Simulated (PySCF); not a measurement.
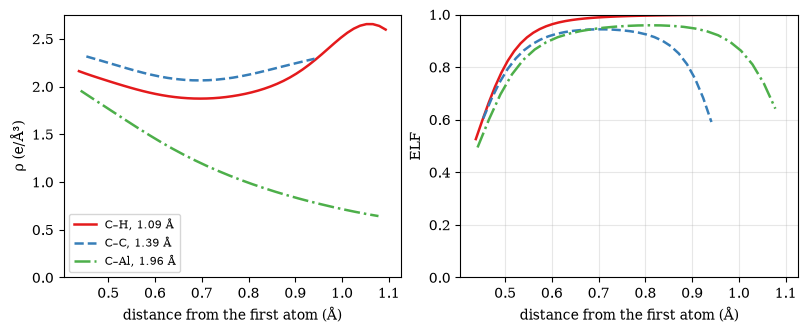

Figure. C₈H₁₁Al. Total electron density and ELF along straight lines between neighbouring atoms. The curves leave out the atomic cores.

Geometry: PBE0-D3(BJ)/def2-SVP.

The calculation used PBE0/pcSseg-1 Al:pcSseg-2, SCF density, gas phase, non-relativistic (PySCF).

```yaml
atoms:
  - { symbol: Al, position_ang: [0.7710, 1.3548, 0.0043] }
  - { symbol: C, position_ang: [2.7003, 1.3184, 0.3514] }
  - { symbol: H, position_ang: [3.2078, 0.5271, -0.2261] }
  - { symbol: H, position_ang: [2.8990, 1.0988, 1.4157] }
  - { symbol: H, position_ang: [3.1971, 2.2743, 0.1209] }
  - { symbol: C, position_ang: [-0.2253, 3.0044, -0.3515] }
  - { symbol: H, position_ang: [-1.1823, 3.0381, 0.1962] }
  - { symbol: H, position_ang: [-0.4822, 3.0751, -1.4240] }
  - { symbol: H, position_ang: [0.3407, 3.9144, -0.0966] }
  - { symbol: C, position_ang: [-0.2074, -0.3433, 0.0077] }
  - { symbol: C, position_ang: [-1.5887, -0.3979, -0.2597] }
  - { symbol: C, position_ang: [-2.2879, -1.6041, -0.2601] }
  - { symbol: C, position_ang: [-1.6157, -2.7957, 0.0116] }
  - { symbol: C, position_ang: [-0.2475, -2.7747, 0.2813] }
  - { symbol: C, position_ang: [0.4423, -1.5627, 0.2769] }
  - { symbol: H, position_ang: [-2.1370, 0.5258, -0.4743] }
  - { symbol: H, position_ang: [-3.3603, -1.6177, -0.4722] }
  - { symbol: H, position_ang: [-2.1602, -3.7436, 0.0134] }
  - { symbol: H, position_ang: [0.2819, -3.7071, 0.4948] }
  - { symbol: H, position_ang: [1.5168, -1.5704, 0.4896] }
```

Question: Compare the contacts.

Answer: C–H (1.09 Å): ρ at the midpoint is about 2 e/Å³; the ELF climbs to about 1 towards the hydrogen, as it does in any bond to H; an ordinary covalent bond to hydrogen.
C–C (1.39 Å): the density is about 2.1 e/Å³ at the midpoint; the ELF peaks at about 0.95 between the atoms; a covalent bond.
C–Al (1.96 Å): ρ at the midpoint is about 0.74 e/Å³; the ELF peaks at about 0.95 between the atoms, as expected for a shared but strongly polarised pair.
